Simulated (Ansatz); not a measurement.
Consider this structure, Ti.

```
Ti
1.0
     2.94059    0.00000    0.00000
    -1.47030    2.54663    0.00000
     0.00000    0.00000    4.64913
Ti
2
Cartesian
  0.0000 1.6978 3.4868
  1.4703 0.8489 1.1623
```

Basis of the simulation: the input geometry of an electronic-structure calculation (not necessarily at equilibrium).

Q: Where will the first 4 clear peaks of its X-ray PDF lie (peak width σ = 0.10 Å), and from which pairs do they come?

A: 1. 2.91 Å: Ti–Ti at 2.88–2.94 Å
2. 4.11 Å: Ti–Ti at 4.11 Å
3. 4.65 Å: Ti–Ti at 4.65 Å
4. 5.07 Å: Ti–Ti at 5.06–5.09 Å

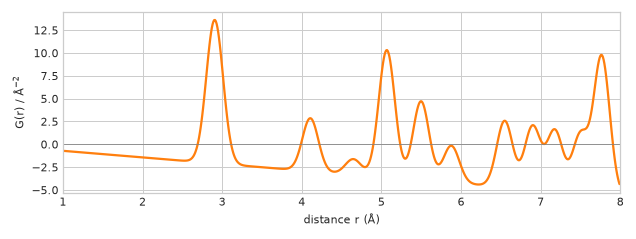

Simulated X-ray pair distribution function, G(r) = R(r)/r − 4πρ₀r, summed over the atomic distances of the structure with each pair weighted by the product of the atomic numbers (X-ray weights at Q = 0); every distance is a Gaussian of σ = 0.10 Å, damped by exp(−(Q_damp r)²/2) with Q_damp = 0.020 Å⁻¹. There is no Q-range truncation.
